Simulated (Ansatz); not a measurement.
**Run report: C2H9AlFP, molecular dynamics (part 2 of 2)**

The same run, continued: C2H9AlFP, SMILES [CH3][Al-]([CH3])([F])[PH3+]; RKS PBE-d3bj/def2-SVP (Ansatz 0.2.0). The geometry comes from this level: PBE0-D4/def2-TZVP.

Geometry of the input (Å):
```
C  -1.5980  1.1817  -0.4204
Al 0.2601  0.7339  0.0080
C  0.8405  0.2989  1.8275
F  1.4299  1.3893  -1.0039
P  0.4698  -1.5882  -1.1322
H  -1.8555  2.1705  -0.0247
H  -1.7849  1.2139  -1.4978
H  -2.3065  0.4735  0.0220
H  1.8570  -0.1040  1.8594
H  0.1769  -0.4259  2.3108
H  0.8355  1.1959  2.4568
H  1.7379  -2.2042  -1.1249
H  0.2201  -1.6602  -2.5179
H  -0.2959  -2.7042  -0.7338
```

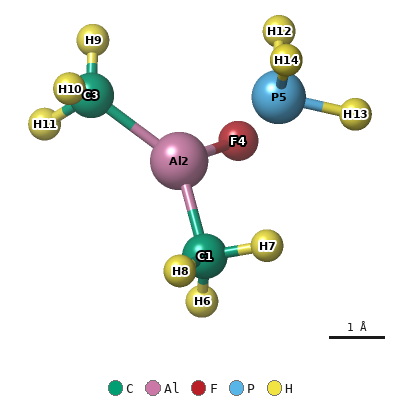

Fig. 1: The geometry at step 19 of the log (ball-and-stick view, seen at a tilt; atoms are numbered from 1 in the order of the input).

Trajectory as extended XYZ, continued:
```
14
Properties=species:S:1:pos:R:3:forces:R:3 step=6 time_fs=12.0 energy=-20802.99717 temperature=365.6
C    -1.5693    1.1428   -0.5160    0.0418  -0.1576   2.7917
Al    0.2764    0.7454    0.0876   -0.4082   0.5586  -1.1695
C     0.8679    0.3392    1.8979    1.5307  -1.8588  -1.0045
F     1.4300    1.4216   -1.0199   -0.2136  -0.4258   0.5754
P     0.4063   -1.6143   -1.1754    0.7532   0.0844   0.2290
H    -1.8694    2.1801   -0.2669   -0.0496   0.0964   0.0378
H    -1.7332    1.0021   -1.5451   -0.2366  -0.3231  -2.1099
H    -2.2718    0.4619    0.0563    0.2582   0.3938  -0.3689
H     1.9690    0.0016    1.8034   -1.0837   0.2733   0.1865
H     0.3349   -0.4638    2.4438   -0.1100  -0.0355  -0.0797
H     0.8949    1.1928    2.5293   -0.0516   1.4809   0.9816
H     1.8357   -1.8542   -0.9992   -0.5337  -0.2004  -0.2087
H     0.3508   -1.7704   -2.5946    0.0500   0.1779  -0.0282
H    -0.0824   -2.9239   -0.8798    0.0532  -0.0641   0.1673
14
Properties=species:S:1:pos:R:3:forces:R:3 step=9 time_fs=18.0 energy=-20802.80598 temperature=242.7
C    -1.5532    1.1295   -0.5322   -0.0214  -0.5018  -1.7387
Al    0.2757    0.7608    0.1090   -0.0217   0.3532  -0.9483
C     0.9046    0.3430    1.9415   -0.9892   1.5616  -0.0887
F     1.4279    1.4291   -1.0170   -0.3476  -0.4796   0.7259
P     0.3796   -1.6271   -1.1944   -0.0866  -0.0743   0.2117
H    -1.8464    2.1925   -0.3960   -0.1990  -0.1157  -0.1258
H    -1.7407    0.7975   -1.6469    0.7104   0.9380   1.3669
H    -2.2864    0.4683   -0.0719   -0.5645  -0.1738   0.8776
H     1.9215    0.0438    1.8507    1.7588  -0.3378  -0.1177
H     0.4063   -0.5139    2.4246   -0.4204   0.2560   0.3652
H     0.9132    1.3378    2.5445   -0.2561  -1.4723  -0.4604
H     1.7584   -1.7981   -1.0207    0.7942  -0.1187   0.0756
H     0.4578   -1.7429   -2.6151   -0.1908   0.0346  -0.0767
H     0.0952   -3.0053   -0.8908   -0.1662   0.1306  -0.0664
14
Properties=species:S:1:pos:R:3:forces:R:3 step=11 time_fs=22.0 energy=-20802.82727 temperature=259.5
C    -1.5467    1.1120   -0.5570   -0.3180   0.0082   2.0645
Al    0.2747    0.7738    0.1162    0.1099   0.2058  -0.4701
C     0.9282    0.3555    1.9666    0.9576  -1.5625  -2.1606
F     1.4231    1.4293   -1.0079   -0.2888  -0.3964   0.5974
P     0.3611   -1.6353   -1.2056    2.0461  -0.6325  -0.0121
H    -1.8622    2.1671   -0.5057   -0.0721   0.2373   0.0414
H    -1.6364    0.7953   -1.5604    0.1208  -0.3723  -2.0629
H    -2.3357    0.4987   -0.0510    0.2101   0.2494   0.2240
H     2.0190    0.0616    1.8800   -0.6116   0.1995   0.1145
H     0.4023   -0.4776    2.4529   -0.2572  -0.0362   0.2621
H     0.8817    1.2553    2.5188   -0.1762   1.5034   1.2592
H     1.8566   -1.7917   -1.0235   -1.2183   0.2181  -0.1338
H     0.4976   -1.7154   -2.6568   -0.2810  -0.0419   0.5106
H     0.1829   -3.0506   -0.9019   -0.2211   0.4202  -0.2342
14
Properties=species:S:1:pos:R:3:forces:R:3 step=13 time_fs=26.0 energy=-20802.87876 temperature=281.3
C    -1.5444    1.0938   -0.5654   -0.7337   0.1718  -0.5122
Al    0.2744    0.7880    0.1208    0.0733   0.0858   0.0197
C     0.9588    0.3570    1.9702    0.1022   0.4550   0.2192
F     1.4160    1.4262   -0.9939   -0.0863  -0.2653   0.3427
P     0.3518   -1.6463   -1.2166    1.2902   0.0862   0.4115
H    -1.8860    2.1661   -0.6103    0.3104  -0.3268   0.1410
H    -1.5048    0.7709   -1.6713   -0.2719   0.1230   1.1819
H    -2.3651    0.5534    0.0062    0.5745   0.1296  -0.6206
H     2.0765    0.0948    1.9223   -1.1535   0.1976   0.2343
H     0.3647   -0.4403    2.5158    0.5343   0.3531  -0.4456
H     0.8284    1.3018    2.6212    0.3063  -0.8932  -0.7004
H     1.7965   -1.7556   -1.0436   -0.3470   0.1599  -0.0052
H     0.4958   -1.6939   -2.6342   -0.2500  -0.0846  -0.1604
H     0.2361   -3.0418   -0.9457   -0.3486  -0.1921  -0.1059
14
Properties=species:S:1:pos:R:3:forces:R:3 step=15 time_fs=30.0 energy=-20802.72569 temperature=197.3
C    -1.5485    1.0790   -0.5771    1.1636   0.8547  -1.1479
Al    0.2743    0.8027    0.1256   -0.1635  -0.0870   0.4953
C     0.9876    0.3629    1.9731   -2.4108   1.7309  -0.2493
F     1.4082    1.4211   -0.9772    0.2157  -0.0906  -0.0076
P     0.3482   -1.6571   -1.2257   -0.8550   0.2886   0.4037
H    -1.8680    2.1308   -0.6940    0.1757   0.3523   0.1999
H    -1.4148    0.7497   -1.6621   -0.5707  -0.1656   0.9544
H    -2.3337    0.6136   -0.0080   -0.8555  -0.9489   0.1733
H     2.0188    0.1459    1.9978    1.9141  -0.5648   0.0627
H     0.3917   -0.3671    2.5242   -0.1524  -0.8453   0.0194
H     0.8157    1.2612    2.6485    0.3010  -0.1921  -0.6374
H     1.7048   -1.6965   -1.0626    1.6835  -0.0295   0.1974
H     0.4558   -1.6842   -2.6329   -0.1791  -0.0253  -0.4571
H     0.2382   -3.0567   -1.0065   -0.2665  -0.2773  -0.0068
14
Properties=species:S:1:pos:R:3:forces:R:3 step=17 time_fs=34.0 energy=-20802.74676 temperature=211.0
C    -1.5431    1.0747   -0.5960   -0.5481   0.7257   2.3585
Al    0.2734    0.8170    0.1331   -0.2906  -0.3562   0.7589
C     0.9950    0.3839    1.9719    1.0482  -1.4864  -0.6969
F     1.4021    1.4152   -0.9604    0.4699   0.1000  -0.3194
P     0.3423   -1.6668   -1.2331    1.0654  -0.2769  -0.1102
H    -1.8229    2.1371   -0.7476    0.0017   0.0920   0.1917
H    -1.3985    0.6851   -1.5676   -0.1590  -0.9202  -1.7859
H    -2.3834    0.5635   -0.0267    0.6301   0.2453  -0.6252
H     2.1338    0.1371    2.0778   -1.6133   0.2295  -0.3938
H     0.4116   -0.3988    2.5222    0.2262  -0.1085  -0.3849
H     0.8399    1.2259    2.6111   -0.1432   1.5306   0.7690
H     1.8060   -1.6412   -1.0601   -0.6553  -0.2121  -0.2026
H     0.3888   -1.6783   -2.6871   -0.0523   0.0494   0.4344
H     0.2016   -3.1054   -1.0695    0.0202   0.3878   0.0064
14
Properties=species:S:1:pos:R:3:forces:R:3 step=19 time_fs=38.0 energy=-20802.68272 temperature=175.1
C    -1.5411    1.0773   -0.5947    0.6071  -0.6394  -1.7060
Al    0.2708    0.8293    0.1448   -0.3300  -0.5751   0.6803
C     1.0107    0.3932    1.9645   -1.3983   1.1389   0.9980
F     1.3998    1.4100   -0.9460    0.5936   0.2200  -0.4699
P     0.3408   -1.6777   -1.2408    1.2742   0.0387   0.0598
H    -1.7775    2.1565   -0.7740   -0.1547  -0.3921   0.0154
H    -1.4179    0.5284   -1.6454   -0.2609   1.2239   1.5861
H    -2.3683    0.5330   -0.1189   -0.2957   0.0933   0.3231
H     2.0649    0.1515    2.1033    0.6980  -0.0660  -0.3706
H     0.4566   -0.4524    2.4710    0.0693   0.5506  -0.2201
H     0.8526    1.3537    2.6414    0.0781  -1.4784  -0.9739
H     1.8341   -1.6180   -1.0848   -1.1005  -0.3659  -0.3234
H     0.3134   -1.6649   -2.6871    0.0734   0.1098   0.2864
H     0.1662   -3.1053   -1.1308    0.1466   0.1417   0.1147
14
Properties=species:S:1:pos:R:3:forces:R:3 step=21 time_fs=42.0 energy=-20802.74902 temperature=198.4
C    -1.5328    1.0726   -0.6098    0.0180  -0.2714   0.9483
Al    0.2663    0.8384    0.1605   -0.2676  -0.6375   0.3876
C     1.0116    0.4147    1.9665    0.2911  -0.3698  -1.2655
F     1.4021    1.4065   -0.9353    0.5322   0.2060  -0.4530
P     0.3449   -1.6883   -1.2481   -0.9627   0.5149   0.6023
H    -1.7564    2.1305   -0.7982   -0.3342   0.2518  -0.1062
H    -1.4700    0.5254   -1.5394    0.3656  -0.0291  -1.2375
H    -2.3856    0.5223   -0.1701   -0.1384   0.3790   0.6271
H     2.0826    0.1586    2.0708    0.2031   0.1312  -0.4650
H     0.5026   -0.4442    2.3945   -0.6909  -0.3720   0.5560
H     0.8709    1.3064    2.5575   -0.3610   0.7397   0.8737
H     1.7226   -1.6482   -1.1559    1.2381  -0.2904  -0.1384
H     0.2469   -1.6344   -2.6513    0.0333   0.1641  -0.5077
H     0.1508   -3.0875   -1.1752    0.0735  -0.4166   0.1781
14
Properties=species:S:1:pos:R:3:forces:R:3 step=24 time_fs=48.0 energy=-20802.80557 temperature=261.3
C    -1.5244    1.0609   -0.6129   -0.3210  -0.3037  -1.6647
Al    0.2572    0.8460    0.1872    0.0460  -0.2259  -0.5268
C     1.0176    0.4346    1.9467   -1.3678   0.9884   1.0386
F     1.4131    1.4040   -0.9253    0.1552   0.0142  -0.0843
P     0.3447   -1.7006   -1.2546    1.1627  -0.1634  -0.1717
H    -1.7984    2.1236   -0.8515    0.1819  -0.2769   0.1427
H    -1.4636    0.5235   -1.6693   -0.0788   0.9163   1.6715
H    -2.4050    0.6190   -0.1076    0.0148  -0.0962   0.1470
H     2.0952    0.2177    1.9132    0.2180   0.0047   0.0412
H     0.4551   -0.4420    2.3868    0.4165   0.5244  -0.0072
H     0.8207    1.3790    2.6333    0.4167  -1.5750  -0.9188
H     1.8282   -1.7748   -1.3106   -0.9073  -0.0612  -0.0933
H     0.1563   -1.5500   -2.6907    0.0592  -0.0804   0.4578
H     0.1480   -3.1394   -1.2006    0.0037   0.3347  -0.0321
14
Properties=species:S:1:pos:R:3:forces:R:3 step=26 time_fs=52.0 energy=-20802.86001 temperature=275.9
C    -1.5259    1.0507   -0.6252   -0.1174   0.7107   0.3666
Al    0.2510    0.8490    0.2023    0.0418   0.0863  -1.1001
C     1.0103    0.4521    1.9397   -0.5453   0.3867  -0.4040
F     1.4227    1.4028   -0.9199   -0.0756  -0.1248   0.1619
P     0.3483   -1.7091   -1.2590    1.6838  -0.1188  -0.0822
H    -1.8093    2.0932   -0.8675    0.2619   0.3971   0.1801
H    -1.4535    0.6084   -1.6318   -0.2309  -0.4828  -0.0612
H    -2.3907    0.6983   -0.0346   -0.0782  -0.5114  -0.1551
H     2.0833    0.2766    1.7932    0.2835  -0.1909   0.2656
H     0.4707   -0.3708    2.3978   -0.0252  -0.9114   0.3162
H     0.8287    1.2850    2.6267    0.2260   0.5508   0.2629
H     1.8373   -1.8781   -1.4332   -1.1972   0.1960   0.1038
H     0.1035   -1.5002   -2.6671   -0.0375  -0.1467   0.2284
H     0.1466   -3.1377   -1.2176   -0.1897   0.1593  -0.0829
14
Properties=species:S:1:pos:R:3:forces:R:3 step=28 time_fs=56.0 energy=-20802.82941 temperature=266.3
C    -1.5295    1.0507   -0.6304   -0.3606   0.8608   1.0861
Al    0.2449    0.8524    0.2112   -0.0321   0.1908  -1.5875
C     0.9943    0.4716    1.9278    0.6297  -0.7754   0.5189
F     1.4317    1.4005   -0.9132   -0.2218  -0.1956   0.3143
P     0.3595   -1.7181   -1.2636   -0.3254   0.4650   0.8192
H    -1.7806    2.1117   -0.8549    0.2061   0.1614   0.2072
H    -1.4753    0.6153   -1.6300   -0.2714  -0.6348  -0.3377
H    -2.3840    0.7053    0.0125    0.2730  -0.2794  -0.5876
H     2.1148    0.3071    1.7155   -1.1816  -0.0149   0.5607
H     0.5009   -0.4022    2.4406    0.5411   0.1037  -0.3886
H     0.8707    1.2752    2.6703    0.1930   0.4445   0.0388
H     1.6917   -1.9569   -1.5458    1.2536   0.0012  -0.1693
H     0.0422   -1.4700   -2.6142   -0.2861  -0.0114  -0.4525
H     0.1154   -3.1156   -1.2464   -0.4176  -0.3159  -0.0219
14
Properties=species:S:1:pos:R:3:forces:R:3 step=30 time_fs=60.0 energy=-20802.78054 temperature=269.3
C    -1.5367    1.0619   -0.6224    0.4955  -0.1900  -1.6811
Al    0.2387    0.8569    0.2112   -0.0409   0.1126  -1.6701
C     0.9839    0.4819    1.9213   -1.3642   1.1051   2.5237
F     1.4391    1.3966   -0.9039   -0.2658  -0.1729   0.3425
P     0.3703   -1.7253   -1.2649    0.1315  -0.1087  -0.1160
H    -1.7222    2.1525   -0.8123   -0.0566  -0.3459   0.0342
H    -1.5334    0.5294   -1.6861   -0.0855   0.9464   1.8560
H    -2.3521    0.6652   -0.0145   -0.5500  -0.2180   0.1629
H     2.0178    0.3303    1.7110    1.6344  -0.2654  -0.1473
H     0.5998   -0.4329    2.4362    0.0340   0.2102  -0.1608
H     0.9335    1.3474    2.7315    0.0077  -1.3226  -1.4279
H     1.6948   -2.0331   -1.6814    0.3529   0.1003   0.0146
H    -0.0583   -1.4439   -2.6129   -0.0762  -0.0623   0.2073
H     0.0244   -3.1290   -1.2787   -0.2168   0.2112   0.0620
```

Summary:

| quantity | value |
| --- | --- |
| outcome | finished |
| mean temperature over the second half | 227 K |
| trajectory | 30 steps, 60 fs |
| ensemble | nvt_nose_hoover |
| temperature in the input | 500 K |
| time step | 2 fs |
| potential energy (last step) | −20802.7806 eV |
| mean-field energy (last step) | −20802.5049 eV |
| dispersion energy (last step) | −0.2757 eV |
| SCF solution under orbital rotations (last step) | stable |
| largest force (length of the vector) (last step) | 3.074 eV/Å |
| dipole moment (last step) | 2.79 D |
| wall time | 38 s (CPU time 2.4 min) |
| peak memory | 0.17 GiB |

Remarks:

So short a trajectory is not equilibrated. The temperature stays far from the 500 K of the thermostat over the second half: the run isn't equilibrated.
